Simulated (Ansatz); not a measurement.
# AlAsH2 (singlet): PBE, r2SCAN, PBE0, B3LYP, CAM-B3LYP, wB97M-V, B2PLYP, RPA-PBE over vertical spin and charge gaps, cc-pVTZ, part 2 of 2

Ansatz 0.2.0, Gaussian basis; cc-pVTZ, all electrons in the functionals, frozen cores in the correlation of double hybrids and RPA. The steps go on from the part before.

### 14 CAM-B3LYP, charge 0, singlet

in.yaml

```yaml
crystal:
  periodic: [false, false, false]
  atoms:
    - {symbol: Al, position_ang: [-0.010266, 0.000001, 1.863024]}
    - {symbol: As, position_ang: [0.031352, 0.000000, -0.659252]}
    - {symbol: H, position_ang: [-1.027816, -1.087510, -0.434086]}
    - {symbol: H, position_ang: [-1.027822, 1.087503, -0.434087]}
basis:
  gaussian: {orbitals: cc-pVTZ}
magnetization: {spin_polarized: true, initial_magnetization: 0}
hamiltonian: {xc: {name: CAM-B3LYP}}
```

Command:

```console
$ ansatz run in.yaml --threads 1 --pin off --events-out ev --progress --plain --max-ram 4096MiB --backend cpu
```

The program printed, shortened:

```text
Functional definition: CAM-B3LYP
  name "CAM-B3LYP"
  cite "Yanai, Tew & Handy, Chem. Phys. Lett. 393, 51 (2004) doi:10.1016/j.cplett.2004.06.011"
  cite "Iikura, Tsuneda, Yanai & Hirao, J. Chem. Phys. 115, 3540 (2001) doi:10.1063/1.1383587"
  cite "Becke, Phys. Rev. A 38, 3098 (1988) doi:10.1103/PhysRevA.38.3098"
  cite "Lee, Yang & Parr, Phys. Rev. B 37, 785 (1988) doi:10.1103/PhysRevB.37.785"
  cite "Vosko, Wilk & Nusair, Can. J. Phys. 58, 1200 (1980) doi:10.1139/p80-159"
[...]
  # Exact exchange under (alpha + beta erf(omega r))/r, Becke's under what is left of 1/r.
[...]
813 factors; their error is unknown
186 factors; integrals over basis functions are off by at most 6.5e-5 eV
[...]
mean field -67474.84437443 eV, -2479.6547946682 hartree, gradient 1.1e-5 eV, S^2 0.000000; 2 other end points of the search recorded, 0 dependent functions left out
reference -67474.84447287 eV, -2479.6547982857 hartree; 24, 24 occupied and 81, 81 virtual orbitals, 813 factors
Total energy: -67474.84447287 eV, -2479.6547982857 hartree
```

It took 4.4 s on 1 thread of AMD EPYC 7R13, shared host; peak memory 0.3 GiB.

From the report: ⟨S²⟩ of the determinant 0.000 (pure singlet: 0.00).

### 15 CAM-B3LYP, charge 1, doublet

in.yaml, as its differences from that of step 14:

```diff
@@ -9,3 +9,4 @@
   gaussian: {orbitals: cc-pVTZ}
-magnetization: {spin_polarized: true, initial_magnetization: 0}
+total_charge: 1
+magnetization: {spin_polarized: true, initial_magnetization: 1}
 hamiltonian: {xc: {name: CAM-B3LYP}}
```

Command:

```console
$ ansatz run in.yaml --threads 2 --pin off --events-out ev --progress --plain --max-ram 24576MiB --backend cuda --devices 0, --max-vram 18GiB
```

The program printed, shortened:

```text
Functional definition: CAM-B3LYP
  name "CAM-B3LYP"
  cite "Yanai, Tew & Handy, Chem. Phys. Lett. 393, 51 (2004) doi:10.1016/j.cplett.2004.06.011"
  cite "Iikura, Tsuneda, Yanai & Hirao, J. Chem. Phys. 115, 3540 (2001) doi:10.1063/1.1383587"
  cite "Becke, Phys. Rev. A 38, 3098 (1988) doi:10.1103/PhysRevA.38.3098"
  cite "Lee, Yang & Parr, Phys. Rev. B 37, 785 (1988) doi:10.1103/PhysRevB.37.785"
  cite "Vosko, Wilk & Nusair, Can. J. Phys. 58, 1200 (1980) doi:10.1139/p80-159"
[...]
  # Exact exchange under (alpha + beta erf(omega r))/r, Becke's under what is left of 1/r.
[...]
813 factors; their error is unknown
186 factors; integrals over basis functions are off by at most 6.5e-5 eV
[...]
mean field -67467.29600927 eV, -2479.3773973649 hartree, gradient 4.7e-5 eV, S^2 0.765869; 0 other end points of the search recorded, 0 dependent functions left out
reference -67467.29611217 eV, -2479.3774011465 hartree; 24, 23 occupied and 81, 82 virtual orbitals, 813 factors
Total energy: -67467.29611217 eV, -2479.3774011465 hartree
```

Wall time 6.5 s (1 × H100 (card shared with other runs) with 2 threads of AMD EPYC 7R13, shared host); peak host memory 0.78 GiB.

From the report: ⟨S²⟩ of the determinant 0.766 (pure doublet: 0.75).

From charge 0, singlet: +728.3 kJ/mol.

### 16 wB97M-V, charge 0, singlet

in.yaml, as its differences from that of step 15:

```diff
@@ -9,4 +9,4 @@
   gaussian: {orbitals: cc-pVTZ}
-total_charge: 1
-magnetization: {spin_polarized: true, initial_magnetization: 1}
-hamiltonian: {xc: {name: CAM-B3LYP}}
+magnetization: {spin_polarized: true, initial_magnetization: 0}
+hamiltonian: {xc: {name: wB97M-V}}
+output: {forces: true, orbitals: {seedname: orbitals}}
```

Command:

```console
$ ansatz run in.yaml --threads 1 --pin off --events-out ev --progress --plain --max-ram 4096MiB --backend cpu
```

The program printed, shortened:

```text
Functional definition: wB97M-V
  name "wB97M-V"
  cite "Mardirossian & Head-Gordon, J. Chem. Phys. 144, 214110 (2016) doi:10.1063/1.4952647"
  cite "Becke, J. Chem. Phys. 107, 8554 (1997) doi:10.1063/1.475007"
  cite "Vydrov & Van Voorhis, J. Chem. Phys. 133, 244103 (2010) doi:10.1063/1.3521275"
  # Of w^i u^j: cxij and so on, Table III.
[...]
  gx(w, u) = 1 - cx + cx01*u + cx10*w
  gss(w, u) = css00 + css04*u^4 + css10*w + css20*w^2 + css43*w^4*u^3
  gos(w, u) = cos00 + cos10*w + (cos20 + cos21*u)*w^2 + (cos60 + cos61*u)*w^6
[...]
      + integral(e_c_pw_mod_opposite_spin*gos(b97_w_opposite, b97_u_opposite)) + vv10(b, c)
785 factors; their error is unknown
168 factors; integrals over basis functions are off by at most 5.1e-5 eV
[...]
mean field -67467.61235894 eV, -2479.3890230009 hartree, gradient 3.4e-5 eV, S^2 0.000000; 0 other end points of the search recorded, 0 dependent functions left out
[...]
reference -67467.61239647 eV, -2479.3890243802 hartree; 24, 24 occupied and 81, 81 virtual orbitals, 785 factors
Total energy: -67467.61239647 eV, -2479.3890243802 hartree
Atom 0 at    -0.010266     0.000001     1.863024 Å, force    -0.014732    -0.000000    -0.000049 eV/Å
Atom 1 at     0.031352     0.000000    -0.659252 Å, force    -0.115488    -0.000000    -0.007357 eV/Å
Atom 2 at    -1.027816    -1.087510    -0.434086 Å, force     0.065109     0.069840     0.003703 eV/Å
Atom 3 at    -1.027822     1.087503    -0.434087 Å, force     0.065110    -0.069840     0.003703 eV/Å
Dipole moment:     0.024468     0.000000     0.327015 e Å
```

It took 12 s on 1 thread of AMD EPYC 7R13, shared host; peak memory 0.39 GiB.

From the report: ⟨S²⟩ of the determinant 0.000 (pure singlet: 0.00).

### 17 wB97M-V, charge 0, triplet

in.yaml, as its differences from that of step 16:

```diff
@@ -9,4 +9,4 @@
   gaussian: {orbitals: cc-pVTZ}
-magnetization: {spin_polarized: true, initial_magnetization: 0}
+magnetization: {spin_polarized: true, initial_magnetization: 2}
 hamiltonian: {xc: {name: wB97M-V}}
-output: {forces: true, orbitals: {seedname: orbitals}}
+output: {orbitals: {seedname: orbitals}}
```

Command:

```console
$ ansatz run in.yaml --threads 2 --pin off --events-out ev --progress --plain --max-ram 24576MiB --backend cuda --devices 0, --max-vram 18GiB
```

The program printed, shortened:

```text
Functional definition: wB97M-V
  name "wB97M-V"
  cite "Mardirossian & Head-Gordon, J. Chem. Phys. 144, 214110 (2016) doi:10.1063/1.4952647"
  cite "Becke, J. Chem. Phys. 107, 8554 (1997) doi:10.1063/1.475007"
  cite "Vydrov & Van Voorhis, J. Chem. Phys. 133, 244103 (2010) doi:10.1063/1.3521275"
  # Of w^i u^j: cxij and so on, Table III.
[...]
  gx(w, u) = 1 - cx + cx01*u + cx10*w
  gss(w, u) = css00 + css04*u^4 + css10*w + css20*w^2 + css43*w^4*u^3
  gos(w, u) = cos00 + cos10*w + (cos20 + cos21*u)*w^2 + (cos60 + cos61*u)*w^6
[...]
      + integral(e_c_pw_mod_opposite_spin*gos(b97_w_opposite, b97_u_opposite)) + vv10(b, c)
785 factors; their error is unknown
168 factors; integrals over basis functions are off by at most 5.1e-5 eV
[...]
mean field -67465.53096406 eV, -2479.3125331499 hartree, gradient 3.7e-6 eV, S^2 2.008499; 1 other end points of the search recorded, 0 dependent functions left out
reference -67465.53100061 eV, -2479.3125344930 hartree; 25, 23 occupied and 80, 82 virtual orbitals, 785 factors
Total energy: -67465.53100061 eV, -2479.3125344930 hartree
```

It took 5.5 s on 1 × H100 (card shared with other runs) with 2 threads of AMD EPYC 7R13, shared host; peak host memory 0.89 GiB.

From the report: ⟨S²⟩ of the determinant 2.008 (pure triplet: 2.00).

From charge 0, singlet: +200.8 kJ/mol.

### 18 wB97M-V, charge 1, doublet

in.yaml, as its differences from that of step 17:

```diff
@@ -9,4 +9,5 @@
   gaussian: {orbitals: cc-pVTZ}
-magnetization: {spin_polarized: true, initial_magnetization: 2}
+total_charge: 1
+magnetization: {spin_polarized: true, initial_magnetization: 1}
 hamiltonian: {xc: {name: wB97M-V}}
-output: {orbitals: {seedname: orbitals}}
+output: {forces: true, orbitals: {seedname: orbitals}}
```

Same command.

The program printed, shortened:

```text
Functional definition: wB97M-V
  name "wB97M-V"
  cite "Mardirossian & Head-Gordon, J. Chem. Phys. 144, 214110 (2016) doi:10.1063/1.4952647"
  cite "Becke, J. Chem. Phys. 107, 8554 (1997) doi:10.1063/1.475007"
  cite "Vydrov & Van Voorhis, J. Chem. Phys. 133, 244103 (2010) doi:10.1063/1.3521275"
  # Of w^i u^j: cxij and so on, Table III.
[...]
  gx(w, u) = 1 - cx + cx01*u + cx10*w
  gss(w, u) = css00 + css04*u^4 + css10*w + css20*w^2 + css43*w^4*u^3
  gos(w, u) = cos00 + cos10*w + (cos20 + cos21*u)*w^2 + (cos60 + cos61*u)*w^6
[...]
      + integral(e_c_pw_mod_opposite_spin*gos(b97_w_opposite, b97_u_opposite)) + vv10(b, c)
785 factors; their error is unknown
168 factors; integrals over basis functions are off by at most 5.1e-5 eV
[...]
mean field -67460.11164601 eV, -2479.1133768849 hartree, gradient 7.9e-5 eV, S^2 0.761531; 0 other end points of the search recorded, 0 dependent functions left out
[...]
reference -67460.11168678 eV, -2479.1133783830 hartree; 24, 23 occupied and 81, 82 virtual orbitals, 785 factors
Total energy: -67460.11168678 eV, -2479.1133783830 hartree
Atom 0 at    -0.010266     0.000001     1.863024 Å, force    -0.002450     0.000000     0.255460 eV/Å
Atom 1 at     0.031352     0.000000    -0.659252 Å, force    -0.181386    -0.000001    -0.212188 eV/Å
Atom 2 at    -1.027816    -1.087510    -0.434086 Å, force     0.091918     0.096261    -0.021636 eV/Å
Atom 3 at    -1.027822     1.087503    -0.434087 Å, force     0.091918    -0.096260    -0.021636 eV/Å
Dipole moment:    -0.061419     0.000000     1.088686 e Å
```

It took 9.5 s on 1 × H100 (card shared with other runs) with 2 threads of AMD EPYC 7R13, shared host; peak host memory 0.86 GiB.

From the report: ⟨S²⟩ of the determinant 0.762 (pure doublet: 0.75).

From charge 0, singlet: +723.7 kJ/mol.

### 19 B2PLYP, charge 0, singlet

in.yaml, as its differences from that of step 18:

```diff
@@ -9,5 +9,4 @@
   gaussian: {orbitals: cc-pVTZ}
-total_charge: 1
-magnetization: {spin_polarized: true, initial_magnetization: 1}
-hamiltonian: {xc: {name: wB97M-V}}
-output: {forces: true, orbitals: {seedname: orbitals}}
+magnetization: {spin_polarized: true, initial_magnetization: 0}
+hamiltonian: {xc: {name: B2PLYP}}
+correlation: {electrons: outside_noble_gas}
```

Command:

```console
$ ansatz run in.yaml --threads 1 --pin off --events-out ev --progress --plain --max-ram 4096MiB --backend cpu
```

The program printed, shortened:

```text
Functional definition: B2PLYP
  name "B2PLYP"
  cite "Grimme, J. Chem. Phys. 124, 034108 (2006) doi:10.1063/1.2148954"
  cite "Becke, Phys. Rev. A 38, 3098 (1988) doi:10.1103/PhysRevA.38.3098"
  cite "Lee, Yang & Parr, Phys. Rev. B 37, 785 (1988) doi:10.1103/PhysRevB.37.785"
[...]
654 factors; integrals over basis functions are off by at most 8.1e-4 eV
[...]
mean field -67455.19282622 eV, -2478.9326135917 hartree, gradient 5.5e-6 eV, S^2 0.000000; 4 other end points of the search recorded, 0 dependent functions left out
19 core orbitals not correlated: weight in the atoms' cores, before any rotation towards them, 1.000 or more for the frozen orbitals, at most 0.000 for the correlated occupied ones
reference -67455.19295411 eV, -2478.9326182917 hartree; 5, 5 occupied and 81, 81 virtual orbitals, 654 factors
second order -6.88420076 eV of doubles, -0.00000000 eV of singles
Total energy: -67457.05168832 eV, -2479.0009255139 hartree
```

Run time: 7.5 s. Hardware: 1 thread of AMD EPYC 7R13, shared host; peak memory 0.3 GiB.

From the report: ⟨S²⟩ of the determinant 0.000 (pure singlet: 0.00).

### 20 B2PLYP, charge 0, triplet

in.yaml, as its differences from that of step 19:

```diff
@@ -9,3 +9,3 @@
   gaussian: {orbitals: cc-pVTZ}
-magnetization: {spin_polarized: true, initial_magnetization: 0}
+magnetization: {spin_polarized: true, initial_magnetization: 2}
 hamiltonian: {xc: {name: B2PLYP}}
```

Command:

```console
$ ansatz run in.yaml --threads 2 --pin off --events-out ev --progress --plain --max-ram 24576MiB --backend cuda --devices 0, --max-vram 18GiB
```

The program printed, shortened:

```text
Functional definition: B2PLYP
  name "B2PLYP"
  cite "Grimme, J. Chem. Phys. 124, 034108 (2006) doi:10.1063/1.2148954"
  cite "Becke, Phys. Rev. A 38, 3098 (1988) doi:10.1103/PhysRevA.38.3098"
  cite "Lee, Yang & Parr, Phys. Rev. B 37, 785 (1988) doi:10.1103/PhysRevB.37.785"
[...]
654 factors; integrals over basis functions are off by at most 8.1e-4 eV
[...]
mean field -67453.50361782 eV, -2478.8705363280 hartree, gradient 4.9e-8 eV, S^2 2.014480; 2 other end points of the search recorded, 0 dependent functions left out
19 core orbitals not correlated: weight in the atoms' cores, before any rotation towards them, 1.000 or more for the frozen orbitals, at most 0.000 for the correlated occupied ones
reference -67453.50374883 eV, -2478.8705411426 hartree; 6, 4 occupied and 80, 82 virtual orbitals, 654 factors
second order -6.27393282 eV of doubles, -0.00000000 eV of singles
Total energy: -67455.19771069 eV, -2478.9327930928 hartree
```

Run time: 4.6 s. Hardware: 1 × H100 (card shared with other runs) with 2 threads of AMD EPYC 7R13, shared host; peak host memory 0.77 GiB.

From the report: ⟨S²⟩ of the determinant 2.014 (pure triplet: 2.00).

From charge 0, singlet: +178.9 kJ/mol.

### 21 B2PLYP, charge 1, doublet

in.yaml, as its differences from that of step 20:

```diff
@@ -9,3 +9,4 @@
   gaussian: {orbitals: cc-pVTZ}
-magnetization: {spin_polarized: true, initial_magnetization: 2}
+total_charge: 1
+magnetization: {spin_polarized: true, initial_magnetization: 1}
 hamiltonian: {xc: {name: B2PLYP}}
```

Launched as before.

The program printed, shortened:

```text
Functional definition: B2PLYP
  name "B2PLYP"
  cite "Grimme, J. Chem. Phys. 124, 034108 (2006) doi:10.1063/1.2148954"
  cite "Becke, Phys. Rev. A 38, 3098 (1988) doi:10.1103/PhysRevA.38.3098"
  cite "Lee, Yang & Parr, Phys. Rev. B 37, 785 (1988) doi:10.1103/PhysRevB.37.785"
[...]
654 factors; integrals over basis functions are off by at most 8.1e-4 eV
[...]
mean field -67448.00588582 eV, -2478.6684984036 hartree, gradient 8.5e-6 eV, S^2 0.773376; 0 other end points of the search recorded, 0 dependent functions left out
19 core orbitals not correlated: weight in the atoms' cores, before any rotation towards them, 1.000 or more for the frozen orbitals, at most 0.000 for the correlated occupied ones
reference -67448.00601998 eV, -2478.6685033337 hartree; 5, 4 occupied and 81, 82 virtual orbitals, 654 factors
second order -5.83548359 eV of doubles, -0.00000000 eV of singles
Total energy: -67449.58160055 eV, -2478.7264048517 hartree
```

Wall time 6 s (1 × H100 (card shared with other runs) with 2 threads of AMD EPYC 7R13, shared host); peak host memory 0.77 GiB.

From the report: ⟨S²⟩ of the determinant 0.773 (pure doublet: 0.75).

From charge 0, singlet: +720.8 kJ/mol.

### 22 RPA-PBE, charge 0, singlet

in.yaml, as its differences from that of step 21:

```diff
@@ -9,5 +9,4 @@
   gaussian: {orbitals: cc-pVTZ}
-total_charge: 1
-magnetization: {spin_polarized: true, initial_magnetization: 1}
-hamiltonian: {xc: {name: B2PLYP}}
-correlation: {electrons: outside_noble_gas}
+magnetization: {spin_polarized: true, initial_magnetization: 0}
+hamiltonian: {xc: {name: PBE}}
+correlation: {method: rpa, electrons: outside_noble_gas}
```

Command:

```console
$ ansatz run in.yaml --threads 1 --pin off --events-out ev --progress --plain --max-ram 4096MiB --backend cpu
```

The program printed, shortened:

```text
Functional definition: PBE
  name "PBE"
  cite "Perdew, Burke & Ernzerhof, Phys. Rev. Lett. 77, 3865 (1996) doi:10.1103/PhysRevLett.77.3865"
  parent pbe
[...]
654 factors; integrals over basis functions are off by at most 8.1e-4 eV
[...]
mean field -67458.57796439 eV, -2479.0570151249 hartree, gradient 6.2e-6 eV, S^2 0.000000; 4 other end points of the search recorded, 0 dependent functions left out
19 core orbitals not correlated: weight in the atoms' cores, before any rotation towards them, 0.999 or more for the frozen orbitals, at most 0.000 for the correlated occupied ones
reference -67410.35922644 eV, -2477.2850091891 hartree; 5, 5 occupied and 81, 81 virtual orbitals, 654 factors
Total energy: -67421.11643684 eV, -2477.6803293797 hartree
```

Wall time 4 s (1 thread of AMD EPYC 7R13, shared host); peak memory 0.3 GiB.

From the report: ⟨S²⟩ of the determinant 0.000 (pure singlet: 0.00).

### 23 RPA-PBE, charge 0, triplet

in.yaml, as its differences from that of step 22:

```diff
@@ -9,3 +9,3 @@
   gaussian: {orbitals: cc-pVTZ}
-magnetization: {spin_polarized: true, initial_magnetization: 0}
+magnetization: {spin_polarized: true, initial_magnetization: 2}
 hamiltonian: {xc: {name: PBE}}
```

Command:

```console
$ ansatz run in.yaml --threads 2 --pin off --events-out ev --progress --plain --max-ram 24576MiB --backend cuda --devices 0, --max-vram 18GiB
```

The program printed, shortened:

```text
Functional definition: PBE
  name "PBE"
  cite "Perdew, Burke & Ernzerhof, Phys. Rev. Lett. 77, 3865 (1996) doi:10.1103/PhysRevLett.77.3865"
  parent pbe
[...]
654 factors; integrals over basis functions are off by at most 8.1e-4 eV
[...]
mean field -67456.89004606 eV, -2478.9949852703 hartree, gradient 3.4e-6 eV, S^2 2.003993; 6 other end points of the search recorded, 0 dependent functions left out
19 core orbitals not correlated: weight in the atoms' cores, before any rotation towards them, 0.999 or more for the frozen orbitals, at most 0.000 for the correlated occupied ones
reference -67409.03915668 eV, -2477.2364975201 hartree; 6, 4 occupied and 80, 82 virtual orbitals, 654 factors
Total energy: -67419.34192735 eV, -2477.6151173588 hartree
```

It took 6.5 s on 1 × H100 (card shared with other runs) with 2 threads of AMD EPYC 7R13, shared host; peak host memory 0.85 GiB.

From the report: ⟨S²⟩ of the determinant 2.004 (pure triplet: 2.00).

From charge 0, singlet: +171.2 kJ/mol.

### 24 RPA-PBE, charge 1, doublet

in.yaml, as its differences from that of step 23:

```diff
@@ -9,3 +9,4 @@
   gaussian: {orbitals: cc-pVTZ}
-magnetization: {spin_polarized: true, initial_magnetization: 2}
+total_charge: 1
+magnetization: {spin_polarized: true, initial_magnetization: 1}
 hamiltonian: {xc: {name: PBE}}
```

Same command.

The program printed, shortened:

```text
Functional definition: PBE
  name "PBE"
  cite "Perdew, Burke & Ernzerhof, Phys. Rev. Lett. 77, 3865 (1996) doi:10.1103/PhysRevLett.77.3865"
  parent pbe
[...]
654 factors; integrals over basis functions are off by at most 8.1e-4 eV
[...]
mean field -67451.11053200 eV, -2478.7825920463 hartree, gradient 3.8e-6 eV, S^2 0.756306; 2 other end points of the search recorded, 0 dependent functions left out
19 core orbitals not correlated: weight in the atoms' cores, before any rotation towards them, 0.999 or more for the frozen orbitals, at most 0.000 for the correlated occupied ones
reference -67403.69685632 eV, -2477.0401716033 hartree; 5, 4 occupied and 81, 82 virtual orbitals, 654 factors
Total energy: -67413.32036811 eV, -2477.3938291381 hartree
```

Wall time 7 s (1 × H100 (card shared with other runs) with 2 threads of AMD EPYC 7R13, shared host); peak host memory 0.85 GiB.

From the report: ⟨S²⟩ of the determinant 0.756 (pure doublet: 0.75).

From charge 0, singlet: +752.2 kJ/mol.

### 25 Against the wave-function levels

No level is safe as a reference over these points; UCCSD(T) serves as a yardstick only. It and the other wave-function rows come from earlier runs at the same points. Energies in kJ/mol, counted from charge 0, singlet; blanks weren't run or aren't comparable.

| level | singlet to triplet | ionisation to the doublet cation |
| --- | --- | --- |
| UCCSD(T) | 177.4 | 730.4 |
| PBE | 162.9 | 720.5 |
| r2SCAN | 148.9 | 718.7 |
| PBE0 | 161.2 | 723.1 |
| B3LYP | 178.3 | 727.0 |
| CAM-B3LYP |  | 728.3 |
| wB97M-V | 200.8 | 723.7 |
| B2PLYP | 178.9 | 720.8 |
| RPA-PBE | 171.2 | 752.2 |
| RHF | 128.2 | 661.6 |
| UHF | 118.0 | 637.5 |
| RMP2 | 172.0 | 717.3 |
| UMP2 | 171.0 | 722.7 |
| RCCSD | 178.0 | 727.6 |
| RCCSD(T) | 177.5 | 730.3 |
| RCCSDT(Q) | 176.8 | 730.6 |
| UCCSDT(Q) | 176.6 | 730.4 |

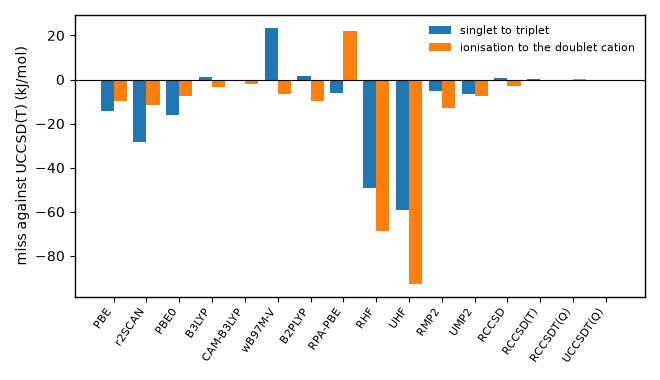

Misses of the gaps against UCCSD(T).

Largest miss and mean time a point (UCCSD(T) took 9.3 s a point; shared hosts):

| level | largest miss (kJ/mol) | where | time a point |
| --- | --- | --- | --- |
| PBE | -14.5 | singlet to triplet | 4.3 s |
| r2SCAN | -28.4 | singlet to triplet | 6.4 s |
| PBE0 | -16.1 | singlet to triplet | 5.2 s |
| B3LYP | -3.3 | ionisation to the doublet cation | 3.8 s |
| CAM-B3LYP | -2.1 | ionisation to the doublet cation | 5.5 s |
| wB97M-V | +23.5 | singlet to triplet | 9 s |
| B2PLYP | -9.6 | ionisation to the doublet cation | 6 s |
| RPA-PBE | +21.8 | ionisation to the doublet cation | 5.8 s |
| RHF | -68.8 | ionisation to the doublet cation |  |
| UHF | -92.9 | ionisation to the doublet cation |  |
| RMP2 | -13.1 | ionisation to the doublet cation |  |
| UMP2 | -7.6 | ionisation to the doublet cation |  |
| RCCSD | -2.7 | ionisation to the doublet cation |  |
| RCCSD(T) | +0.2 | singlet to triplet | 10 s |
| RCCSDT(Q) | -0.5 | singlet to triplet | 12 s |
| UCCSDT(Q) | -0.8 | singlet to triplet | 23 s |

### 26 What came out

What follows sums up all 2 parts.

| quantity | value |
| --- | --- |
| singlet to triplet, UCCSD(T) | 177.4 kJ/mol |
| ionisation to the doublet cation, UCCSD(T) | 730.4 kJ/mol |
| largest miss, PBE | -14.5 kJ/mol (singlet to triplet) |
| largest miss, r2SCAN | -28.4 kJ/mol (singlet to triplet) |
| largest miss, PBE0 | -16.1 kJ/mol (singlet to triplet) |
| largest miss, B3LYP | -3.3 kJ/mol (ionisation to the doublet cation) |
| largest miss, CAM-B3LYP | -2.1 kJ/mol (ionisation to the doublet cation) |
| largest miss, wB97M-V | +23.5 kJ/mol (singlet to triplet) |
| largest miss, B2PLYP | -9.6 kJ/mol (ionisation to the doublet cation) |
| largest miss, RPA-PBE | +21.8 kJ/mol (ionisation to the doublet cation) |
| largest miss, RCCSD(T) | +0.2 kJ/mol (singlet to triplet) |

Misses are known at 2 of 2 points at best, and only functionals with that many are ranked. Of the functionals, B3LYP keep the smallest largest miss at the points compared (at most 3.3 kJ/mol) and r2SCAN strays most (28.4 kJ/mol, at singlet to triplet). Functionals and the yardstick converge differently with the basis, so part of each miss in cc-pVTZ is the basis. The yardstick itself may be off where one determinant is a poor start.
